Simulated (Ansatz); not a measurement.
ZnSe (zinc blende)

```yaml
crystal:
  lattice:
    - [0.00000, 5.66546, 5.66546]
    - [2.83273, 0.00000, 2.83273]
    - [2.83273, 2.83273, 0.00000]
  atoms:
    - { symbol: Se, position: [0.37500, 0.75000, 0.75000] }
    - { symbol: Se, position: [0.87500, 0.75000, 0.75000] }
    - { symbol: Zn, position: [0.00000, 0.00000, 0.00000] }
    - { symbol: Zn, position: [0.50000, 0.00000, 0.00000] }
```

In this cell atom 2 (Se, nearest neighbour Zn at 2.453 Å; its periodic images, 4.0 Å or more away, move with it) is moved by s along Cartesian [111], unit vector (0.577, 0.577, 0.577); all other atoms and the cell stay fixed.

The numbers are results of r2SCAN (plane waves to 500 eV, PAW, scalar-relativistic; Ansatz, a program for electronic structure), not measurements. k mesh 4×8×8 (Γ-centred), Fermi-Dirac smearing 0.05 eV. E stands for the smeared free energy. Left out: 1 of 11 points, with atoms too close for the PAW data. ZnSe was relaxed with its symmetry unable to fall. ΔE is measured from the undisplaced structure.

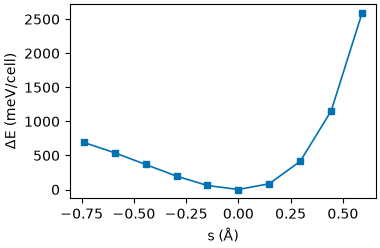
*ΔE (meV/cell) against s (Å); computed points joined by lines.*

Q: Is the energy the same for displacements of ±0.592 Å, and if not, which side lies higher?

A: Not even: the positive side lies higher at ±0.592 Å.

Q: What is the energy change at s = 0.592 Å?

A: About 2600 meV/cell.

(A displaced cell: forces are minus the slopes of the energy, force constants its curvatures, and phonons follow from these.)
